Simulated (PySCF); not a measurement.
**C5H7, doublet, SMILES `C#CC[CH]C`: what the electrons do**

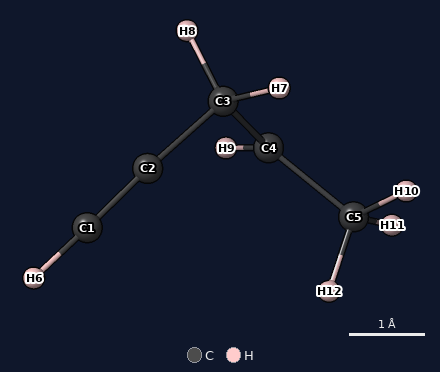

The molecule, with its atoms numbered as below. No frequency check shows the geometry to be a minimum.

Coordinates in Å:

```
C1      -2.2009   -0.6442   -0.0640
C2      -1.2864    0.1132    0.0896
C3      -0.1115    0.9679    0.2211
C4       1.0257    0.3320   -0.4945
C5       1.8885   -0.6586    0.1804
H6      -3.0219   -1.2870   -0.1807
H7       0.1150    1.0917    1.2847
H8      -0.3499    1.9466   -0.2088
H9       1.0329    0.3782   -1.5707
H10      2.0945   -0.3635    1.2101
H11      2.8303   -0.7819   -0.3522
H12      1.4072   -1.6455    0.2214
```

Part 1: Bonding charge

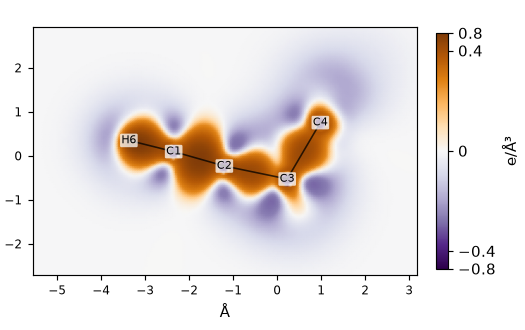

Deformation density (molecule less spherical, spin-averaged free atoms) in the plane of C1, C2, C3, C4 and H6; colour scale in e/Å³, logarithmic beyond ±0.1; orange: gain, purple: loss.

PySCF calculation, TPSSh/def2-SVP, gas phase; geometry: GFN2-xTB. The stability of the open-shell solution wasn't checked. GFN2-xTB doesn't know the spin state, so this open-shell geometry is rough.

> How much density has each bond in this plane gained at its critical point, relative to the free atoms?

C1–C2: +0.75 e/Å³ at the bond critical point (bond length 1.20 Å, Mayer order 2.5). C1–H6: +0.74 e/Å³ at the bond critical point (bond length 1.05 Å, Mayer order 1.1). C3–C4: +0.48 e/Å³ at the bond critical point (bond length 1.49 Å, Mayer order 1.1). C2–C3: +0.45 e/Å³ at the bond critical point (bond length 1.46 Å, Mayer order 1.0). In all, 2.6 electrons gather in the regions of gain relative to the promolecule.

Part 2: Bond critical points

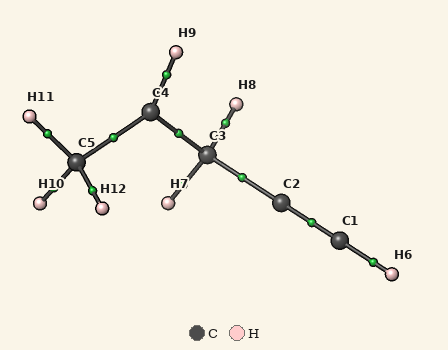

Molecular graph of the electron density (QTAIM): bond paths, bond critical points (green), ring points (magenta, if any); weak paths are dashed.

> How many critical points of each kind are there, and does the count close?

12 nuclei, 11 bond, 0 ring and 0 cage critical points: 12 − 11 + 0 − 0 = 1, as the Poincaré–Hopf relation requires.

> Give the properties at the bond critical points.

```csv
bond,length (Å),ρ (a.u.),∇²ρ (a.u.),ε,H (a.u.)
C1–C2,1.197,0.396,−1.01,0.00,−0.554
C1–H6,1.049,0.294,−1.20,0.00,−0.340
C4–H9,1.077,0.283,−1.05,0.05,−0.310
C5–H11,1.089,0.276,−1.00,0.00,−0.296
C3–H7,1.094,0.275,−1.00,0.01,−0.292
C5–H10,1.091,0.275,−0.99,0.00,−0.293
C3–H8,1.095,0.275,−1.00,0.00,−0.292
C5–H12,1.099,0.268,−0.94,0.00,−0.281
C4–C5,1.477,0.265,−0.63,0.08,−0.224
C2–C3,1.459,0.264,−0.63,0.00,−0.232
C3–C4,1.487,0.260,−0.61,0.06,−0.218
```

> What kind of interaction is C2–C3?

Shared-shell (covalent): ρ = 0.264, ∇²ρ = −0.63, H = −0.232 a.u.

Part 3: Local ionisation energy

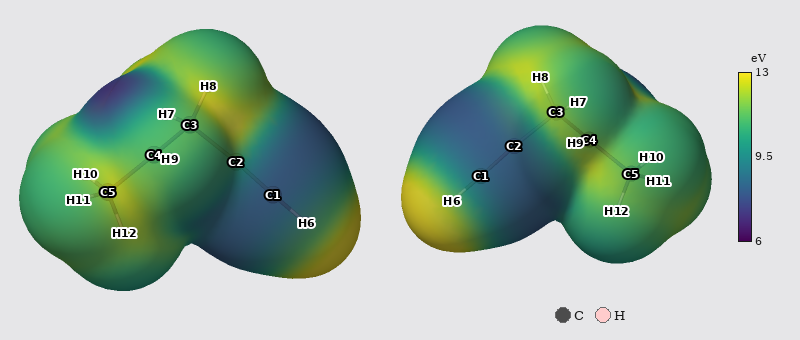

Average local ionisation energy on the surface of electron density 0.001 a.u. (back view left, front view right).

> Locate the minima of the map.

The lowest value is 7.0 eV, over C4, off the plane of its three bonds (2.0 Å). Further minima include 7.9 eV, off the C1–C2 bond (2.1 to 2.2 Å from its atoms); 10.0 eV, 1.4 Å from H12; 10.6 eV, 1.4 Å from H10. For comparison, the highest occupied orbital lies at −5.0 eV.

Part 4: Spin density

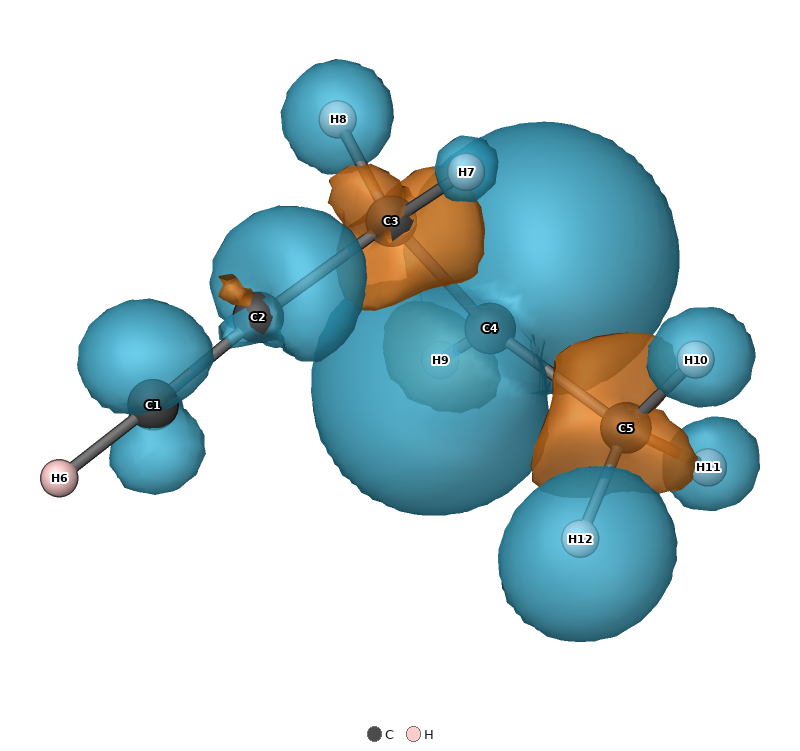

Spin density ρα − ρβ at ±0.01 e/Å³ (light blue: excess α, orange: excess β).

> Give the atomic spin populations that go with this picture.

Hirshfeld spin populations: C4 +0.70, H12 +0.05, C5 +0.05, C3 +0.04 and H9 +0.04. ⟨S²⟩ = 0.76, as for a pure state. The picture also shows regions of β spin from spin polarisation; the Hirshfeld sums, whose atoms overlap, net them against the α spin of neighbours.

Part 5: In an electric field

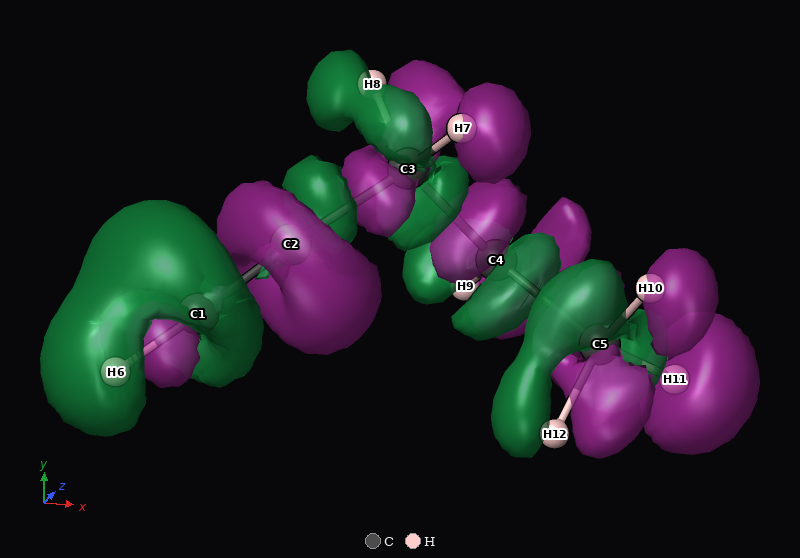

Change of the electron density in a uniform field of 0.51 V/Å, surfaces at ±0.005 e/Å³ (green: gain, purple: loss).

Computed with PySCF, ωB97X/6-311+G**, geometry: GFN2-xTB. The basis has diffuse s and p functions alone, which still leaves polarisabilities too small, most of all across bonds. The stability of the open-shell solution wasn't checked. GFN2-xTB doesn't know the spin state, so this open-shell geometry is rough.

> Along which Cartesian direction does the field point?

Along +x: electrons gather on the −x side, against the field.

> What dipole is induced, and what polarisability does it imply?

The induced dipole is 1.71 D (+1.70 D along the field); α along this axis, from the fields in both directions, is 67 bohr³ (9.9 Å³).

> Which atoms gain and lose the most charge?

Electrons gather most on C1 (Hirshfeld charge changes by −0.038 e) and leave H11 most (+0.021 e); 0.145 electrons are displaced in all.

Part 6: Removing or adding an electron

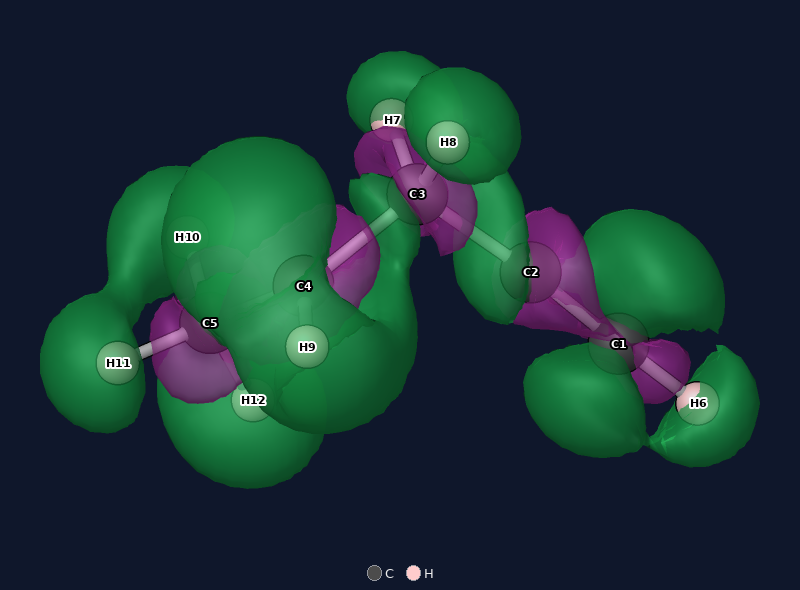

Fukui function f⁻ = ρ(N) − ρ(N−1) at fixed geometry, surfaces at ±0.015 e/Å³ (green positive, purple negative).

Method: TPSS/def2-SVPD; geometry: GFN2-xTB; program: PySCF. GFN2-xTB doesn't know the spin state, so this open-shell geometry is rough.

> On which atoms does the density change most on removal of an electron?

f⁻ (Hirshfeld-condensed) is largest on C4 (0.27); the vertical ionisation energy is 7.70 eV (to the singlet cation, which needn't be its lowest state). Condensed values hint at sites of electrophilic attack but needn't mark the atom that reacts. Orbital relaxation makes it negative in places (0.22 e in all).

The PySCF runs shown took 48 s, 100 s and 3.2 min on 1 thread of Arm Neoverse V2 (shared host).
